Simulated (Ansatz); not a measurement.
# Single-point calculation of SnSiH3SF

The run: single-point calculation of SnSiH3SF, SMILES F[SiH]1[S][SnH2]1. Method and program: RKS PBE0-D4/def2-TZVPP (Ansatz 0.2.0).

The geometry comes from this level: PBE0-D4/def2-TZVP.

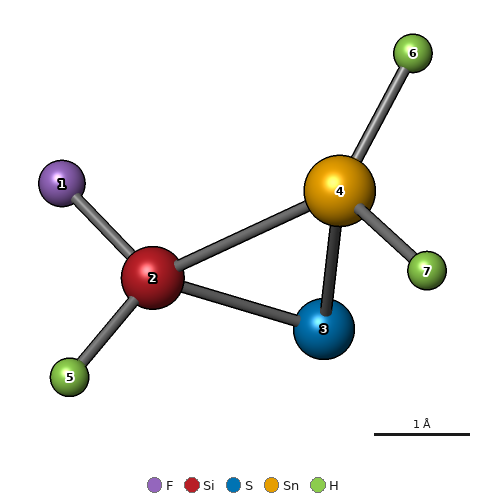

The structure (ball-and-stick view, seen at a tilt; atoms are numbered from 1 in the order of the input). Sticks mark near contacts.

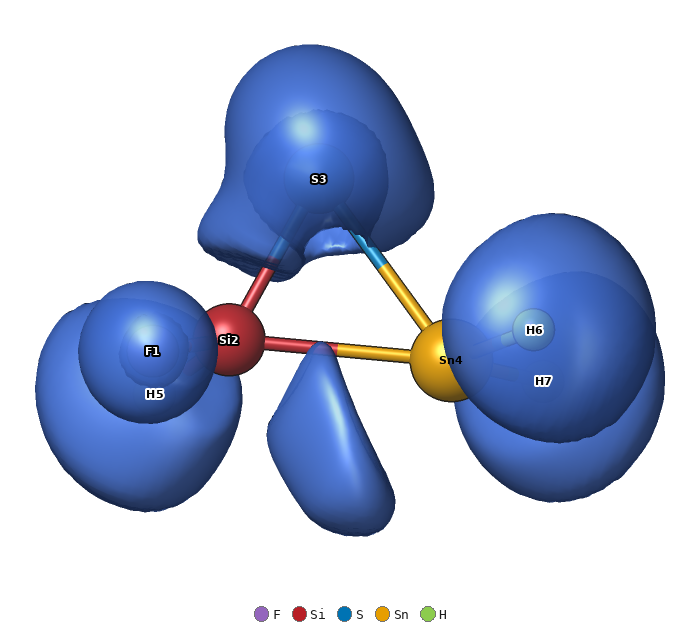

Isosurface of the electron localisation function at 0.75 (blue), seen from the side. Core shells and regions of very low density are left out. Profiles from the grid: Si–F (1.59 Å): the ELF peaks at about 0.85 between the atoms. Si–S (2.08 Å): the ELF peaks at about 0.85 between the atoms (a shared electron pair).

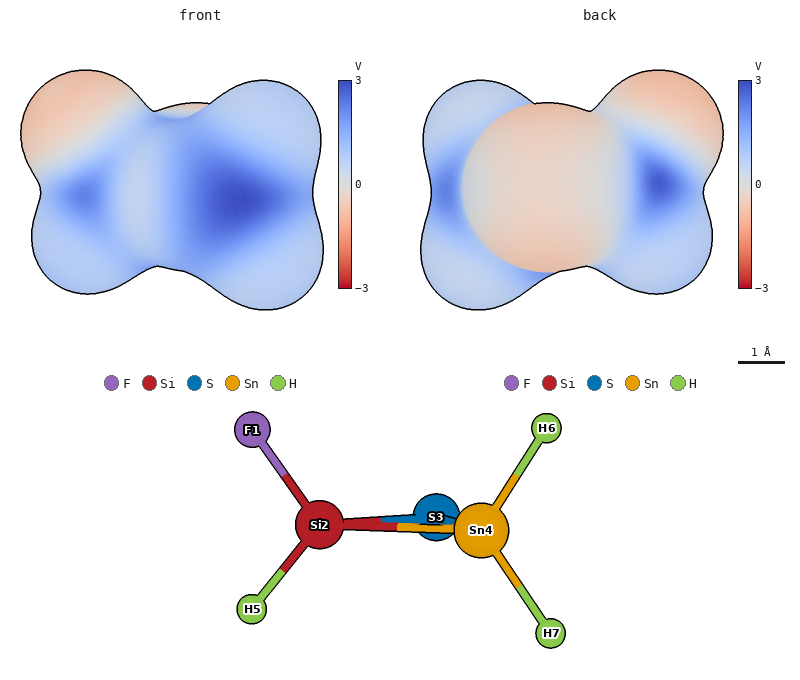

The molecular electrostatic potential painted on the density surface at 0.004 e/bohr³, seen at a tilt and from behind; the colour scale runs from red (negative) to blue (positive). The bare structure is drawn below in the same view.

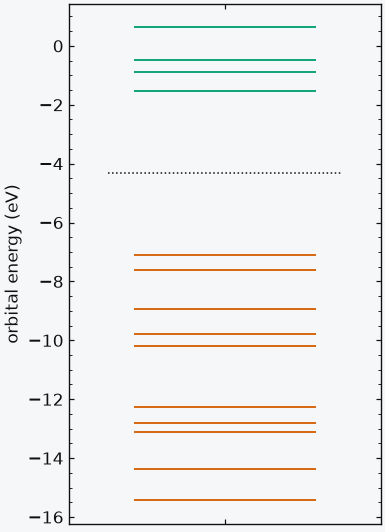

Orbital energies near the frontier; the dotted line parts filled from empty levels, and levels within 0.02 eV of each other stand side by side. Highest filled −7.09 eV, lowest empty −1.54 eV, 5.55 eV apart.

The input that produced these results follows, with the program's output.

Input:
```yaml
crystal:
  periodic: [false, false, false]
  atoms:
    - {symbol: F, position_ang: [0.194923, -1.436700, 1.994103]}
    - {symbol: Si, position_ang: [0.477301, -1.047247, 0.474257]}
    - {symbol: S, position_ang: [-1.116544, -1.095932, -0.856445]}
    - {symbol: Sn, position_ang: [-0.171993, 1.199200, -0.336928]}
    - {symbol: H, position_ang: [1.749745, -1.704559, 0.111548]}
    - {symbol: H, position_ang: [-1.419779, 2.117249, 0.366513]}
    - {symbol: H, position_ang: [0.347546, 1.899889, -1.798848]}
basis:
  gaussian: {orbitals: def2-TZVPP}
hamiltonian: {xc: pbe0, dispersion: d4}
output: {orbitals: {seedname: orbitals}}
```

Launch command:
```bash
ansatz run in.yaml --threads 2 --pin off --events-out ev --progress --plain --max-ram 4352MiB
```

What the program printed:
```
Functional definition: PBE0
  name "PBE0"
  cite "Adamo & Barone, J. Chem. Phys. 110, 6158 (1999) doi:10.1063/1.478522"
  cite "Perdew, Burke & Ernzerhof, Phys. Rev. Lett. 77, 3865 (1996) doi:10.1103/PhysRevLett.77.3865"
  parent pbe
  parameter a = 0.25
  parameter kappa = 0.804
  parameter beta = 0.06672455060314922
  exchange = (1 - a)*pbe_x(kappa = kappa, mu = beta*pi^2/3) + a*exact_x
  correlation = pbe_c(beta = beta)
1400 factors; their error is unknown
mean field evaluation 1: about -27302.5187 eV, gradient 3.5e1 eV
mean field evaluation 2: about -27299.7176 eV, gradient 5.5e1 eV
mean field evaluation 4: about -27304.7470 eV, gradient 1.7e0 eV
mean field evaluation 8: about -27304.7525 eV, gradient 4.8e-2 eV
mean field evaluation 16: about -27304.8599 eV, gradient 1.5e-4 eV
mean field -27304.85986450 eV, -1003.4350921216 hartree, gradient 3.2e-5 eV, S^2 0.000000; 0 other end points of the search recorded, 0 dependent functions left out
reference -27304.85989958 eV, -1003.4350934108 hartree; 32, 32 occupied and 175, 175 virtual orbitals, 1400 factors
Total energy: -27305.03475572 eV, -1003.4415192554 hartree
```

Summary:

```csv
quantity,value
outcome,converged
total energy,−27305.0348 eV
mean-field energy,−27304.8599 eV
dispersion energy,−0.1749 eV
SCF solution under orbital rotations,stable
HOMO,−7.09 eV
LUMO,−1.54 eV
hardware,"2 threads of Intel Xeon, 11 GiB of memory available, shared host"
wall time,3.9 s (CPU time 7.4 s)
peak memory,0.55 GiB
```
